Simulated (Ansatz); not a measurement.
# The perfect V wire along [110], 11 atoms a period

What gap, if any, does the V wire along [110], 11 atoms a period have, and how many channels would it open?

Program: Ansatz 0.2.0. Level of theory: DFT PBE, plane waves, PAW; relaxation of a wire's period; PAW set soft_1, in the first sound run; inputs show where later runs differ. Results are calculated unless marked as measured.

## Step 1: Set-up

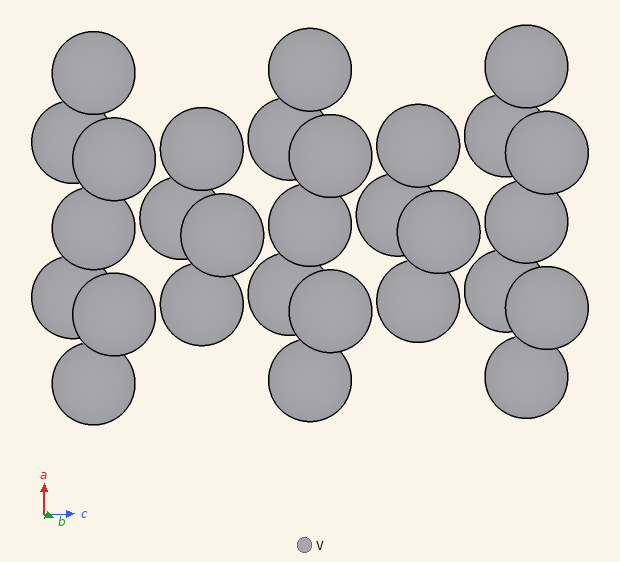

Start, viewed from the side, with the c axis across the page; vanadium grey. 1×1×2 cells are drawn. Some periodic images of atoms are drawn too.

The cell holds 11 atoms: 11 V. Its edges and angles: a = 12.780 Å, b = 11.028 Å, c = 4.228 Å, α = 90.0°, β = 90.0°, γ = 90.0°. Vacuum lies along a and b. The structure's axis is c.

## Step 2: Relaxation of atoms and period

Band widths follow the bond lengths, so the wire is relaxed first. The atoms and the third cell vector are free; the box across stays fixed as vacuum. A Fermi-Dirac smearing is set since the result may be a metal. The pressure printed is a third of the stress's trace over the whole box, vacuum included; only the stress along the axis is relaxed.

File input.yaml:

```yaml
crystal:
  lattice:
    - [12.78, 0.0, 0.0]
    - [0.0, 11.028, 0.0]
    - [0.0, 0.0, 4.2284985515]
  atoms:
    - { symbol: V, position: [0.266040689, 0.500022604, 0.0] }
    - { symbol: V, position: [0.383020344, 0.30830613, 0.0] }
    - { symbol: V, position: [0.5, 0.500022604, 0.0] }
    - { symbol: V, position: [0.616979656, 0.30830613, 0.0] }
    - { symbol: V, position: [0.733959311, 0.500022604, 0.0] }
    - { symbol: V, position: [0.383020344, 0.500022604, 0.5] }
    - { symbol: V, position: [0.5, 0.30830613, 0.5] }
    - { symbol: V, position: [0.5, 0.691739078, 0.5] }
    - { symbol: V, position: [0.616979656, 0.500022604, 0.5] }
    - { symbol: V, position: [0.383020344, 0.691739078, 0.0] }
    - { symbol: V, position: [0.616979656, 0.691739078, 0.0] }
kpoints:
  mp_grid: { grid: [1, 1, 19] }
scf:
  occupations: { method: fermi_dirac, width: 0.05 }
hamiltonian:
  xc: pbe
  pseudopotentials: { kind: paw, azcp: { folder: soft_1 } }
relax:
  cell: { fix: [a, b, alpha, beta, gamma] }
  max_steps: 45
  f_tol: 0.03
```

Launch:

```sh
$ ansatz run input.yaml --threads 4 --pin off --max-ram 16384MiB --backend cpu --events-out ev --progress --plain --runs-dir out
```

Numbers of over 12 decimals in the logs are rounded to 6 here.

Output:

```text
Engine: ansatz 0.2.0, aarch64-unknown-linux-gnu
Pseudopotentials: kind: paw
Pseudopotential: V, paw, valence charge 13, recommended cutoff 420 eV (normal), soft_1/V.paw.azcp
Functional definition: PBE
  parameter kappa = 0.804
  parameter beta = 0.066725
  exchange = pbe_x(kappa = kappa, mu = beta*pi^2/3)
  correlation = pbe_c(beta = beta)
Crystal: 11 atoms, lattice volume = 595.955 Å³
Basis set: ecut = 420 eV, 11605 PW (Γ), exchange–correlation on 180×150×60 points (8 copies of the dense FFT grid, shifted against one another)
Bands: 86, of which v1, the nominal top of the filled ones, is band 72 counted from 1 (71 counted from 0)
Symmetry: 8 space group operations
Space group: Pmmm (ITA 47), of the structure as read, at distance tolerance 8.4e-5 Å
k-points: 10 of 19
Non-local potential: V, projectors of the file, l = 0: 3, l = 1: 2, l = 2: 3, l = 3: 1
PAW form: soft (Blöchl's): semilocal exchange-correlation on the pseudo side does not see the compensation charge
PAW one-centre angular grid: V, 590 points (default); XC on 64 Gauss nodes
Initial density: superposition of atomic densities (neutral atoms: chi_scale 0, normalization atom)
Initial wavefunctions: pseudopotential atomic-orbital guess
Functional: x = pbe(κ = 0.804, μ = 0.219515), c = pbe(β = 0.066725)
SCF iter   1: F=—  HF=-32040.468532 eV  |F-HF|=—  |Δ(HF+E_count)|=         —  Δρ=7.72e-2  dr2=1.90e2  ethr=3.10e-3  ⟨swp⟩=9.6  Hψ=3910  notcnv=0
preconditioner: auto → LDOS  [metal: Δε(μ)=0.026 eV  Ē_g=3.007 eV  σ=0.050 eV  W_gap=0.13  n_scr=104 (ndim 8)  ℏωp=11.3 eV  f_vac=0.529  D(μ)=11.44/eV (n_scr^D=62)  β→1.0]
SCF iter   2: F=—  HF=-32077.068855 eV  |F-HF|=—  |Δ(HF+E_count)|=    3.66e1  Δρ=1.80e-1  dr2=9.88e2  ethr=3.10e-3  ⟨swp⟩=14.1  Hψ=7633  notcnv=0  defer=2  recentre
SCF iter   3: F=—  HF=-32023.990730 eV  |F-HF|=—  |Δ(HF+E_count)|=    5.31e1  Δρ=3.42e-2  dr2=3.16e1  ethr=3.10e-3  ⟨swp⟩=11.9  Hψ=5857  notcnv=0  defer=1
SCF iter   4: F=—  HF=-32020.767312 eV  |F-HF|=—  |Δ(HF+E_count)|=    3.22e0  Δρ=1.37e-2  dr2=7.35e0  ethr=3.10e-3  ⟨swp⟩=9.2  Hψ=2671  notcnv=0  defer=4
SCF iter   5: F=—  HF=-32020.126370 eV  |F-HF|=—  |Δ(HF+E_count)|=   6.41e-1  Δρ=1.46e-2  dr2=3.42e0  ethr=3.10e-3  ⟨swp⟩=5.3  Hψ=2053  notcnv=0
SCF iter   6: F=—  HF=-32019.861264 eV  |F-HF|=—  |Δ(HF+E_count)|=   2.65e-1  Δρ=4.09e-3  dr2=2.39e-1  ethr=2.39e-3  ⟨swp⟩=4.0  Hψ=1332  notcnv=0
SCF iter   7: F=—  HF=-32019.847507 eV  |F-HF|=—  |Δ(HF+E_count)|=   1.38e-2  Δρ=1.78e-3  dr2=8.57e-2  ethr=1.67e-4  ⟨swp⟩=3.7  Hψ=1402  notcnv=0  defer=1
SCF iter   8: F=—  HF=-32019.839469 eV  |F-HF|=—  |Δ(HF+E_count)|=   8.04e-3  Δρ=6.72e-4  dr2=7.82e-3  ethr=6.00e-5  ⟨swp⟩=2.0  Hψ=1156  notcnv=0
SCF iter   9: F=—  HF=-32019.839780 eV  |F-HF|=—  |Δ(HF+E_count)|=   3.11e-4  Δρ=3.50e-4  dr2=2.71e-3  ethr=5.47e-6  ⟨swp⟩=2.5  Hψ=1199  notcnv=0
SCF iter  10: F=—  HF=-32019.839722 eV  |F-HF|=—  |Δ(HF+E_count)|=   5.76e-5  Δρ=1.38e-4  dr2=1.81e-4  ethr=1.89e-6  ⟨swp⟩=2.0  Hψ=1060  notcnv=0
SCF iter  11: F=—  HF=-32019.839739 eV  |F-HF|=—  |Δ(HF+E_count)|=   1.66e-5  Δρ=6.69e-5  dr2=4.51e-5  ethr=1.27e-7  ⟨swp⟩=2.5  Hψ=1171  notcnv=0
SCF iter  12: F=—  HF=-32019.839517 eV  |F-HF|=—  |Δ(HF+E_count)|=   2.22e-4  Δρ=3.07e-5  dr2=1.00e-5  ethr=3.16e-8  ⟨swp⟩=2.4  Hψ=1137  notcnv=0
SCF iter  13: F=—  HF=-32019.839519 eV  |F-HF|=—  |Δ(HF+E_count)|=   1.38e-6  Δρ=8.81e-6  dr2=7.48e-7  ethr=7.00e-9  ⟨swp⟩=2.3  Hψ=1151  notcnv=0
SCF iter  14: F=—  HF=-32019.839519 eV  |F-HF|=—  |Δ(HF+E_count)|=   2.51e-7  Δρ=3.31e-6  dr2=1.10e-7  ethr=5.23e-10  ⟨swp⟩=3.1  Hψ=1194  notcnv=0
SCF iter  15: F=-32019.839519 eV  HF=-32019.839519 eV  |F-HF|=9.99e-9  |Δ(HF+E_count)|=   3.34e-8  Δρ=1.53e-6  dr2=2.48e-8  ethr=6.99e-11  ⟨swp⟩=6.0  Hψ=2828  notcnv=0
SCF 1 converged in 15 iterations: F = -32019.839519 eV  dr2 = 2.48e-8
  greatest PAW one-centre occupation: 1.000 electrons in one spin orbital (limit 2), on the V atom at site 2 (counted from 0), in its partial waves of l = 0
relax step   1: F+E_penalty+E_count = -32019.83951879 eV  Δ(F+E_penalty+E_count) = +0.000e0 eV  max|allowed force component| = 2.309e0 eV/Å  Δτ_max = 0.0000 Å  P = -5.273 GPa  Ω = 595.955 Å³  fix = [a, b, alpha, beta, gamma]  reactions: a -4.624, b -5.174 GPa  (15 SCF iters, dr2 threshold 1.00e-7 eV, accepted)
Crystal: 11 atoms, lattice volume = 571.938 Å³
Basis set: ecut = 420 eV, 11179 PW (Γ), exchange–correlation on 180×150×60 points (8 copies of the dense FFT grid, shifted against one another)
Initial density: handed on by an earlier stage of this run
Initial wavefunctions: those handed on with the density
SCF iter   1: F=—  HF=-32023.763258 eV  |F-HF|=—  |Δ(HF+E_count)|=         —  Δρ=3.52e-2  dr2=2.69e1  ethr=3.10e-3  ⟨swp⟩=12.2  Hψ=4004  notcnv=0
preconditioner: auto → LDOS  [metal: Δε(μ)=0.050 eV  Ē_g=2.690 eV  σ=0.050 eV  W_gap=0.24  n_scr=104 (ndim 8)  ℏωp=11.5 eV  f_vac=0.601  D(μ)=9.89/eV (n_scr^D=50)  β→1.0]
SCF iter   2: F=—  HF=-32027.063930 eV  |F-HF|=—  |Δ(HF+E_count)|=    3.30e0  Δρ=5.82e-2  dr2=8.37e1  ethr=3.10e-3  ⟨swp⟩=5.1  Hψ=2218  notcnv=0  recentre
SCF iter   3: F=—  HF=-32022.103271 eV  |F-HF|=—  |Δ(HF+E_count)|=    4.96e0  Δρ=9.03e-3  dr2=1.69e0  ethr=3.10e-3  ⟨swp⟩=4.4  Hψ=2115  notcnv=0
SCF iter   4: F=—  HF=-32021.991348 eV  |F-HF|=—  |Δ(HF+E_count)|=   1.12e-1  Δρ=2.32e-3  dr2=5.21e-2  ethr=1.18e-3  ⟨swp⟩=2.4  Hψ=1249  notcnv=0
SCF iter   5: F=—  HF=-32022.000149 eV  |F-HF|=—  |Δ(HF+E_count)|=   8.80e-3  Δρ=8.72e-4  dr2=6.64e-3  ethr=3.64e-5  ⟨swp⟩=2.7  Hψ=1299  notcnv=0
SCF iter   6: F=—  HF=-32022.000795 eV  |F-HF|=—  |Δ(HF+E_count)|=   6.46e-4  Δρ=3.80e-4  dr2=1.45e-3  ethr=4.64e-6  ⟨swp⟩=2.4  Hψ=1535  notcnv=0
SCF iter   7: F=—  HF=-32022.001008 eV  |F-HF|=—  |Δ(HF+E_count)|=   2.13e-4  Δρ=1.66e-4  dr2=2.70e-4  ethr=1.02e-6  ⟨swp⟩=2.2  Hψ=1270  notcnv=0
SCF iter   8: F=—  HF=-32022.000497 eV  |F-HF|=—  |Δ(HF+E_count)|=   5.11e-4  Δρ=9.49e-5  dr2=9.26e-5  ethr=1.89e-7  ⟨swp⟩=2.0  Hψ=1168  notcnv=0
SCF iter   9: F=—  HF=-32022.000501 eV  |F-HF|=—  |Δ(HF+E_count)|=   3.96e-6  Δρ=5.30e-5  dr2=2.83e-5  ethr=6.48e-8  ⟨swp⟩=2.0  Hψ=1075  notcnv=0
SCF iter  10: F=—  HF=-32022.000502 eV  |F-HF|=—  |Δ(HF+E_count)|=   5.65e-7  Δρ=1.77e-5  dr2=5.34e-6  ethr=1.98e-8  ⟨swp⟩=2.0  Hψ=1075  notcnv=0
SCF iter  11: F=-32022.000502 eV  HF=-32022.000503 eV  |F-HF|=3.16e-7  |Δ(HF+E_count)|=   7.69e-7  Δρ=9.18e-6  dr2=7.86e-7  ethr=7.69e-10  ⟨swp⟩=5.9  Hψ=2855  notcnv=0
SCF 2 converged in 11 iterations: F = -32022.000502 eV  dr2 = 7.86e-7
[...]
relax step   6: F+E_penalty+E_count = -32022.24770863 eV  Δ(F+E_penalty+E_count) = -2.187e-2 eV  max|allowed force component| = 6.761e-2 eV/Å  Δτ_max = 0.0566 Å  P = -0.130 GPa  Ω = 542.314 Å³  energy of the carried Pulay correction = +9.358e-3 eV  fix = [a, b, alpha, beta, gamma]  reactions: a -0.031, b -0.192 GPa  (10 SCF iters, dr2 threshold 3.94e-7 eV, accepted)
[...]
relax step   7: F+E_penalty+E_count = -32022.25065024 eV  Δ(F+E_penalty+E_count) = -2.942e-3 eV  max|allowed force component| = 5.049e-2 eV/Å  Δτ_max = 0.0104 Å  P = -0.120 GPa  Ω = 540.997 Å³  energy of the carried Pulay correction = +9.599e-3 eV  fix = [a, b, alpha, beta, gamma]  reactions: a -0.088, b -0.187 GPa  (8 SCF iters, dr2 threshold 2.86e-7 eV, accepted)
[...]
relax step   8: F+E_penalty+E_count = -32022.25104030 eV  Δ(F+E_penalty+E_count) = -3.901e-4 eV  max|allowed force component| = 3.211e-2 eV/Å  Δτ_max = 0.0066 Å  P = -0.003 GPa  Ω = 540.413 Å³  energy of the carried Pulay correction = +9.706e-3 eV  fix = [a, b, alpha, beta, gamma]  reactions: a +0.054, b -0.126 GPa  (8 SCF iters, dr2 threshold 1.59e-7 eV, accepted)
[...]
relax step   9: F+E_penalty+E_count = -32022.25116865 eV  Δ(F+E_penalty+E_count) = -1.284e-4 eV  max|allowed force component| = 2.530e-3 eV/Å  Δτ_max = 0.0023 Å  P = -0.054 GPa  Ω = 540.743 Å³  energy of the carried Pulay correction = +9.645e-3 eV  fix = [a, b, alpha, beta, gamma]  reactions: a +0.006, b -0.168 GPa  (7 SCF iters, dr2 threshold 6.44e-8 eV, accepted)
Basis set: ecut = 420 eV, 10611 PW (Γ), exchange–correlation on 180×150×54 points (8 copies of the dense FFT grid, shifted against one another)
Initial wavefunctions: pseudopotential atomic-orbital guess (no wavefunctions were taken with the density)
iter 1 solved again at ethr=9.44e-7 eV; its pass at ethr=3.10e-3 eV (dr2=1.35e-3 eV) is discarded
SCF iter   1: F=—  HF=-32022.240303 eV  |F-HF|=—  |Δ(HF+E_count)|=         —  Δρ=1.30e-4  dr2=1.16e-5  ethr=9.44e-7  ⟨swp⟩=4.4  Hψ=6192  notcnv=0
preconditioner: auto → LDOS  [metal: Δε(μ)=0.002 eV  Ē_g=2.509 eV  σ=0.050 eV  W_gap=0.01  n_scr=92 (ndim 8)  ℏωp=11.8 eV  f_vac=0.581  D(μ)=21.14/eV (n_scr^D=180)  β→1.0]
SCF iter   2: F=—  HF=-32022.239701 eV  |F-HF|=—  |Δ(HF+E_count)|=   6.01e-4  Δρ=1.04e-4  dr2=8.39e-5  ethr=8.10e-9  ⟨swp⟩=3.2  Hψ=1854  notcnv=0
SCF iter   3: F=—  HF=-32022.239690 eV  |F-HF|=—  |Δ(HF+E_count)|=   1.15e-5  Δρ=3.90e-5  dr2=9.31e-6  ethr=8.10e-9  ⟨swp⟩=2.7  Hψ=1620  notcnv=0
SCF iter   4: F=—  HF=-32022.239689 eV  |F-HF|=—  |Δ(HF+E_count)|=   1.24e-6  Δρ=1.89e-5  dr2=2.22e-6  ethr=6.51e-9  ⟨swp⟩=2.0  Hψ=1476  notcnv=0
SCF iter   5: F=—  HF=-32022.239688 eV  |F-HF|=—  |Δ(HF+E_count)|=   1.83e-7  Δρ=9.18e-6  dr2=8.90e-7  ethr=1.55e-9  ⟨swp⟩=2.0  Hψ=1144  notcnv=0
SCF iter   6: F=—  HF=-32022.239688 eV  |F-HF|=—  |Δ(HF+E_count)|=   9.97e-8  Δρ=3.39e-6  dr2=1.22e-7  ethr=6.23e-10  ⟨swp⟩=2.0  Hψ=1078  notcnv=0
SCF iter   7: F=—  HF=-32022.239688 eV  |F-HF|=—  |Δ(HF+E_count)|=   6.66e-9  Δρ=1.69e-6  dr2=2.71e-8  ethr=8.53e-11  ⟨swp⟩=2.0  Hψ=1157  notcnv=0
SCF iter   8: F=—  HF=-32022.239688 eV  |F-HF|=—  |Δ(HF+E_count)|=   1.07e-9  Δρ=8.73e-7  dr2=7.21e-9  ethr=1.90e-11  ⟨swp⟩=2.0  Hψ=1117  notcnv=0
SCF iter   9: F=—  HF=-32022.239688 eV  |F-HF|=—  |Δ(HF+E_count)|=  4.44e-10  Δρ=3.37e-7  dr2=9.52e-10  ethr=5.04e-12  ⟨swp⟩=2.0  Hψ=1122  notcnv=0
SCF iter  10: F=—  HF=-32022.239688 eV  |F-HF|=—  |Δ(HF+E_count)|=  3.42e-10  Δρ=1.60e-7  dr2=2.44e-10  ethr=1.00e-12  ⟨swp⟩=2.3  Hψ=1122  notcnv=0
SCF iter  11: F=-32022.239688 eV  HF=-32022.239688 eV  |F-HF|=1.09e-11  |Δ(HF+E_count)|=  1.09e-11  Δρ=6.55e-8  dr2=3.65e-11  ethr=1.00e-12  ⟨swp⟩=4.9  Hψ=2618  notcnv=0
SCF 10 converged in 11 iterations: F = -32022.239688 eV  dr2 = 3.65e-11
relax step  10: F+E_penalty+E_count = -32022.23968833 eV  Δ(F+E_penalty+E_count) = +1.148e-2 eV  max|allowed force component| = 2.774e-3 eV/Å  Δτ_max = 0.0000 Å  P = -0.042 GPa  Ω = 540.743 Å³  fix = [a, b, alpha, beta, gamma]  reactions: a +0.024, b -0.156 GPa  stress off target by 5.63e-3 GPa on what of the cell is left free  SCF on the basis re-selected at this cell (its energy is not comparable with the rows above)  (11 SCF iters)
basis re-selected at this cell: Δ(F+E_penalty+E_count) = +1.148e-2 eV, ΔP = +0.012 GPa vs the last step (what re-selecting the basis moved, of the pressure what is left beyond the Pulay correction that the steps carried, after the strain that the cell walked since its last selection, with what the two solves' SCF thresholds leave and, on support functions, any second-order correction that the steps lacked; it is no measure of the basis error at this ecutwfc). The dense FFT grid was sized anew with the basis: this SCF ran on 90×75×27 points, the steps before it on 90×75×30, so part of this shift can come from that change (see relax.cell in the input reference). [rest of the remark cut]
SCF converged after 11 iterations
Free energy (F): -32022.239688 eV
Harris-Foulkes:  -32022.239688 eV  (|F-HF|=1.09e-11)
Internal energy: -32022.074648 eV  (E = F + TS)
E sigma→0 (E₀):  -32022.157168 eV
Entropy (-TS):   -0.165040 eV (-15.004 meV/atom)
Fermi energy:    2.308563 eV
--- Per-component energies (eV) ---
  E_band       = -3643.574784
  E_kinetic    = 3256.188509
  E_local      = -67510.682943  (includes V_loc(G=0)·N_el)
  E_nonlocal   = 934.397594
  E_hartree    = 31811.686340
  E_xc         = -1253.446184
  E_vxc        = -1584.519230  (∫ρ·V_xc dr)
  E_paw        = -12397.171580  (= ΣΔE_a)
  E_vpaw       = -2362.342839  (= ΣTr[D̂ρ^β])
  E_aug_tail   = 0.011564  (compensation charges beyond the density's cutoff)
  E_ewald      = 13136.942052
  E_smearing   = -0.165040  (= −TS)
  E_closure    = -0.000000  (closes the sum)
  Σ components = -32022.239688   (vs F -32022.239688, Δ=0.00e0)
--- Forces (eV/Å), atoms counted from 1 ---
  atom   1  V     -0.00277426     0.00000000     0.00000000
  atom   2  V     -0.00126527    -0.00141334     0.00000000
  atom   3  V      0.00000000     0.00000000     0.00000000
  atom   4  V      0.00126527    -0.00141334     0.00000000
  atom   5  V      0.00277426     0.00000000     0.00000000
  atom   6  V      0.00136749     0.00000000     0.00000000
  atom   7  V      0.00000000    -0.00257608     0.00000000
  atom   8  V      0.00000000     0.00257608     0.00000000
  atom   9  V     -0.00136749     0.00000000     0.00000000
  atom  10  V     -0.00126527     0.00141334     0.00000000
  atom  11  V      0.00126527     0.00141334     0.00000000
  max |Σ_I F_I| component: 1.08e-18 eV/Å
--- Stress (GPa, compression-positive) ---
        0.023832       0.000000       0.000000
        0.000000      -0.156372       0.000000
        0.000000       0.000000       0.005625
  P = ⅓ Tr σ = -0.0423 GPa (-0.423 kbar)
--- Relaxed structure (9 steps of the walk, 9 accepted, 1 SCFs on fresh bases) ---
  F+E_penalty+E_count = -32022.23968833 eV   max|allowed force component| = 2.774e-3 eV/Å   (the final SCF, on the basis selected at the relaxed cell)
  cell:  # Å, volume = 540.7431 Å³
    - [12.78, 0.0, 0.0]
    - [0.0, 11.028, 0.0]
    - [0.0, 0.0, 3.836749]
  atoms:
    - { symbol: V, position: [0.276110, 0.500022604, 0.0] }
    - { symbol: V, position: [0.378449, 0.327924, 0.0] }
    - { symbol: V, position: [0.5, 0.500022604, 0.0] }
    - { symbol: V, position: [0.621551, 0.327924, 0.0] }
    - { symbol: V, position: [0.723890, 0.500022604, 0.0] }
    - { symbol: V, position: [0.384294, 0.500022604, 0.500000] }
    - { symbol: V, position: [0.5, 0.304252, 0.500000] }
    - { symbol: V, position: [0.5, 0.695793, 0.500000] }
    - { symbol: V, position: [0.615706, 0.500022604, 0.500000] }
    - { symbol: V, position: [0.378449, 0.672121, 0.0] }
    - { symbol: V, position: [0.621551, 0.672121, 0.0] }
```

It took 1.9 min on 4 threads of Arm Neoverse V2, shared host; peak memory 1.6 GiB; 7.5 min of CPU time.

This run has no spin polarisation, although V can carry a moment.

[end of part 1 of 2]

[Logs are printed without paths, hosts, clocks, repeated set-up lines and the standing remarks that a program may print on its own settings, such as how far it seeks lower states.]

[Hosts, paths, dates, database ids (printed as entryN), source tags and the programs' standing remarks are cut or masked in the printed files.]
